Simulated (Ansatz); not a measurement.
Take SiO2 in the rutile structure (space group P4_2/mnm, No. 136; a = 4.195 Å, c = 2.678 Å) as the base. Axes: x, y, z lie along a, b, c of the conventional cell.

Structures relaxed with PBEsol (Ansatz, a program for electronic structure, PAW, without spin-orbit coupling).

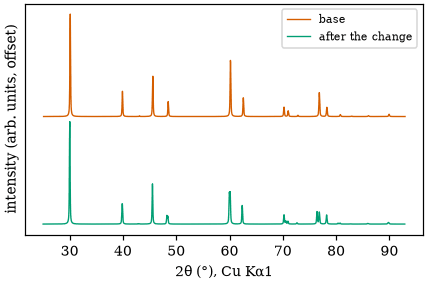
Figure: Simulated powder patterns before (top) and after one change

Problem. Which of these changes matches the shifts?
A. uniaxial strain ε_xx = +0.60 %
B. uniaxial strain ε_xx = +3.00 %
C. uniaxial strain ε_xx = +1.80 %
D. uniaxial strain ε_xx = +2.40 %

Solution. A, uniaxial strain ε_xx = +0.60 %. Its volume per atom is 7.90 Å³ against 7.85 Å³, and its space group is Pnnm (No. 58).

Stability against distortions was not tested.
